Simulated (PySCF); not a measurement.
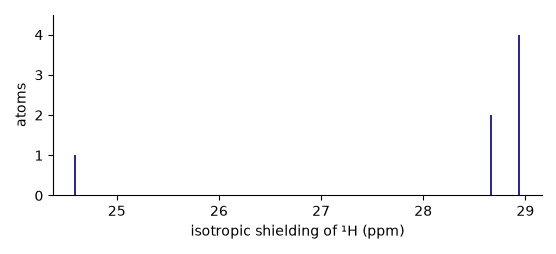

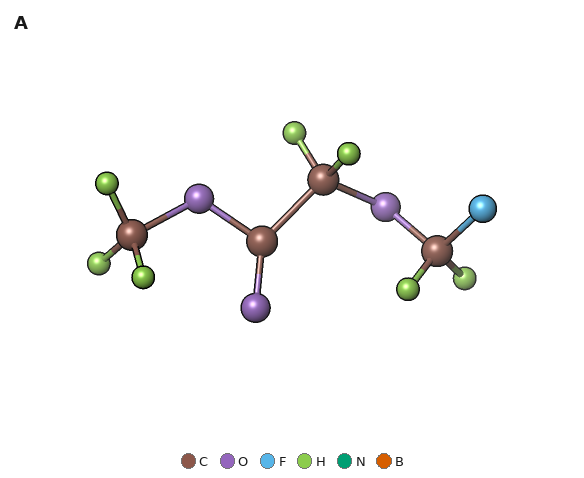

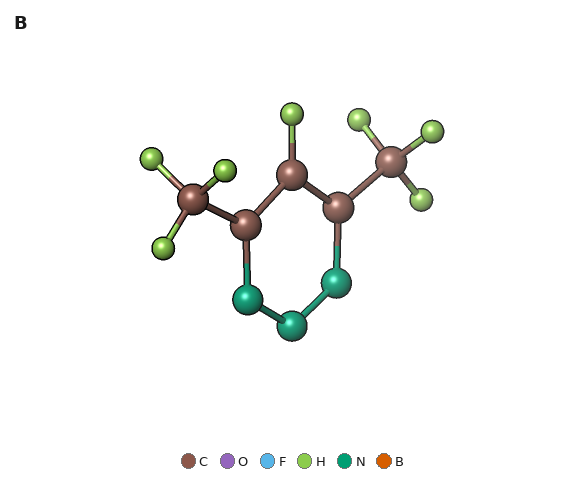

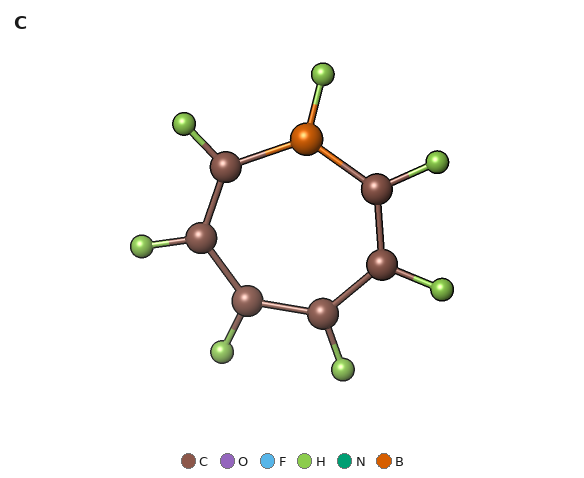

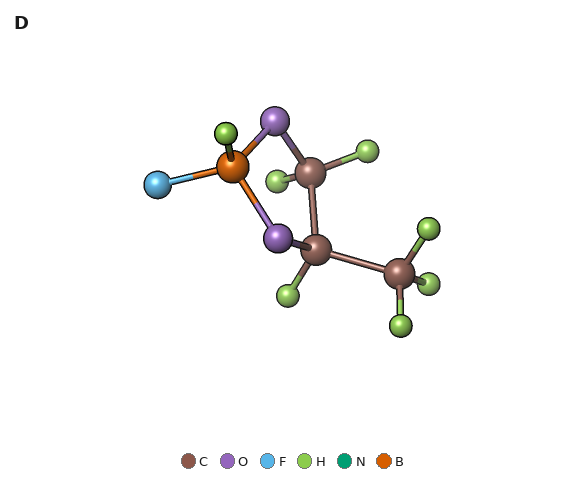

The sticks are computed shieldings of one of the molecules, for one fixed geometry (GFN2-xTB) without averaging over rotations. Low shielding means a high chemical shift. Method: GIAO PBE0/pcSseg-1 NMR shielding, non-relativistic, gas phase (PySCF 2.14.0).

**Which molecule gives this pattern?**

B, `Cc1cc(C)nnn1`. Its 7 H atoms give lines at 24.59, 28.66 (2 atoms), 28.94 (4 atoms) ppm.

The geometry is semi-empirical. Around B such bond lengths and angles can be off by a tenth of an ångström or more and by several degrees, and values that hang on the shape move with them.
